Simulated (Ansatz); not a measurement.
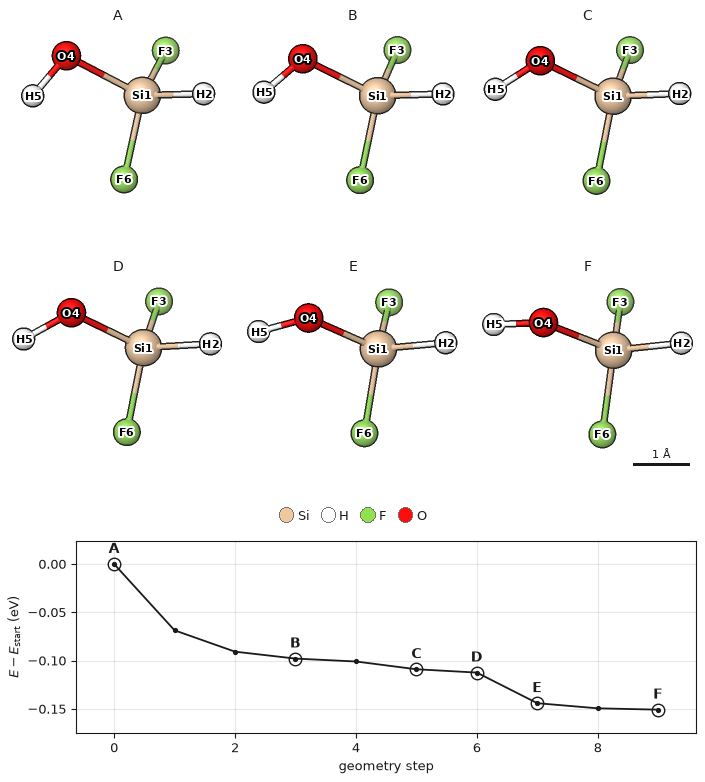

Frames of a relaxation of SiH$_{2}$OF$_{2}$, marked on the history of the run. A ball-and-stick model, seen at a tilt.

The run prepares the start of a later molecular dynamics calculation, from a guessed geometry.

All numbers below come from RKS r2SCAN/6-31G* in Ansatz. Settings: no spin polarisation; force threshold 0.02 eV/Å; at most 40 steps.

**Describe the path.**

H5 moves most after the best rigid fit: 0.60 Å. By element the largest moves are H 0.60 Å, O 0.45 Å, F 0.28 Å, Si 0.12 Å. Some distances before and after: Si1–O4 1.679 → 1.632 Å, O4–H5 1.010 → 0.967 Å, Si1–F3 1.590 → 1.598 Å, Si1–H2 1.460 → 1.467 Å. Bond angles that change, for instance: Si1–O4–H5 109.5° → 118.7°, F3–Si1–F6 109.5° → 105.4°. Groups turn about Si1–O4 by about 80°. After 9 geometry steps the energy has fallen by 0.151 eV. The largest force component goes from 1.7 to 0.013 eV/Å. Cost: 14 s on 2 threads of Intel(R) Xeon(R) Platinum 8259CL CPU @ 2.50GHz (Skylake/Cascade Lake) (shared host), peak memory 0.16 GiB. From step 0 to 3: H5 moves most (0.12 Å), energy −0.098 eV. From step 3 to 5: H5 moves most (0.12 Å), energy −0.011 eV. From step 5 to 6: H5 moves most (0.05 Å), energy −0.003 eV. From step 6 to 7: H5 moves most (0.20 Å), energy −0.032 eV. From step 7 to 9: H5 moves most (0.14 Å), energy −0.007 eV.
